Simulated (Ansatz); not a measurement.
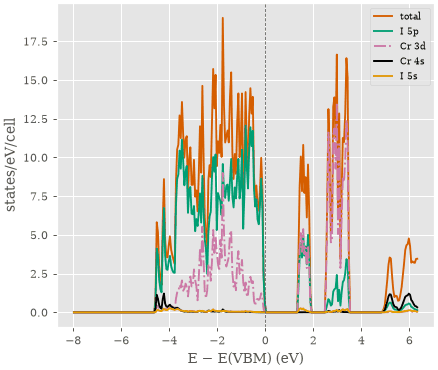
Figure: Total and projected density of states of CrI$_{3}$ in space group R-3 (No. 148; Cr on 6c, I on 18f), r²SCAN+D4 (plane waves, PAW; program Ansatz)

**Question.** Which orbitals carry the states next to the gap?

**Answer.** Top 1 eV of the valence band: I 5p 85 %, Cr 3d 14 %. Bottom 1 eV of the conduction band: Cr 3d 49 %, I 5p 48 %. Projections are on Löwdin-orthogonalised atomic valence shells; empty p or d shells of many metals are not among them.

**Question.** Where is the tallest occupied peak in this window, and what makes it?

**Answer.** Near -1.8 eV, about 19 states/eV per cell; the largest projected share is I 5p.

Symmetry was held in the r²SCAN+D4 relaxation. Magnetic state: ferromagnetic, chosen from 4 collinear starts compared on coarse meshes (ties went to the first, and starts can fall back to one state), not a proven ground state. The volume moved by 23 % from the start of the relaxation. Other orbital occupations within this spin state were not tried. No Hubbard U is applied. Spin–orbit coupling is left out wherever it is not named.

Potentials: the later of the program's two PAW sets.
